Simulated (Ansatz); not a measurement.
# BHCl2 (triplet): from Hartree-Fock to the top rungs at a displaced geometry (v2), cc-pVDZ

Aim: climb from Hartree-Fock through coupled cluster and multireference methods for BHCl2 (triplet) at one geometry and basis, and see what each rung misses.

The runs use Ansatz 0.2.0, Gaussian basis; cc-pVDZ, core rule «outside noble gas», up to 11 orbitals frozen.

Plan: UHF; CCSD(T) on ROHF; CCSD(T) on UHF; BCCD(T) on ROHF; CISD; CCSDT(Q) on ROHF; CCSDT(Q) on UHF; CASSCF and NEVPT2, 14 electrons in 11 orbitals.

22 further runs of the same task are left out: 11 that didn't finish, 11 set aside as unsound or not needed.

### Step 1. The geometry

The geometry is a PBE0/def2-TZVP stationary point (not a proven minimum) with its atoms shifted at random (size 0.100 Å).

4 atoms, charge 0, spin multiplicity 3.

Atoms are counted from 1 here; the program's logs count them from 0.

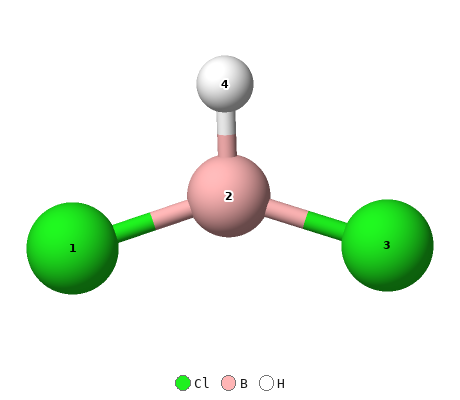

The structure; chlorine green, boron pink, hydrogen white; atoms are numbered from 1 in the order of the file.

As a file:

```
Cl    0.0594   -0.0787    1.6558
B    -0.1054    0.4429    0.0084
Cl   -0.0288   -0.1027   -1.6588
H     0.0543    1.6295    0.0184
```

### Step 2. UHF

in.yaml

```yaml
crystal:
  periodic: [false, false, false]
  atoms:
    - {symbol: Cl, position_ang: [0.059432, -0.078662, 1.655766]}
    - {symbol: B, position_ang: [-0.105442, 0.442868, 0.008352]}
    - {symbol: Cl, position_ang: [-0.028822, -0.102712, -1.658836]}
    - {symbol: H, position_ang: [0.054287, 1.629487, 0.018386]}
basis:
  gaussian: {orbitals: cc-pVDZ}
magnetization: {spin_polarized: true, initial_magnetization: 2}
hamiltonian: {xc: hf}
output: {orbitals: {seedname: orbitals}}
```

On the command line:

```bash
ansatz run in.yaml --threads 1 --pin off --events-out ev --progress --plain --max-ram 2393MiB
```

The runs that follow: CCSD(T) on ROHF; CCSD(T) on UHF; BCCD(T) on ROHF; CISD; CCSDT(Q) on ROHF; CCSDT(Q) on UHF; CASSCF and NEVPT2, 14 electrons in 11 orbitals.

Q: Predict the results of all the runs planned. Wanted: UCCSDT(Q) below the RHF energy; RMP2 from UCCSDT(Q); UMP2 from UCCSDT(Q); RCCSD from UCCSDT(Q); RCCSD(T) from UCCSDT(Q); UCCSD(T) from UCCSDT(Q); RCCSDT(Q) from UCCSDT(Q); NEVPT2 valence from UCCSDT(Q); T1 diagnostic.

The runs gave:

| quantity | value |
| --- | --- |
| UCCSDT(Q) below the RHF energy | -11.0473 eV |
| RMP2 from UCCSDT(Q) | +29.84 kcal/mol |
| UMP2 from UCCSDT(Q) | +29.81 kcal/mol |
| RCCSD from UCCSDT(Q) | +8.84 kcal/mol |
| RCCSD(T) from UCCSDT(Q) | +1.38 kcal/mol |
| UCCSD(T) from UCCSDT(Q) | +1.40 kcal/mol |
| RCCSDT(Q) from UCCSDT(Q) | +0.07 kcal/mol |
| NEVPT2 valence from UCCSDT(Q) | +36.98 kcal/mol |
| levels within 1 kcal/mol (43 meV) | RCCSDT, UCCSDT, RCCSDT(Q) |
| T1 diagnostic | 0.036 |
| effectively unpaired electrons | 2.01 |

**Reading.** RCCSD(T) lands +1.38 kcal/mol from the yardstick (0.5 % of the correlation energy). One determinant dominates. These misses are within one basis, not against nature; the frozen cores of restricted and unrestricted runs differ, which can shift their rows.
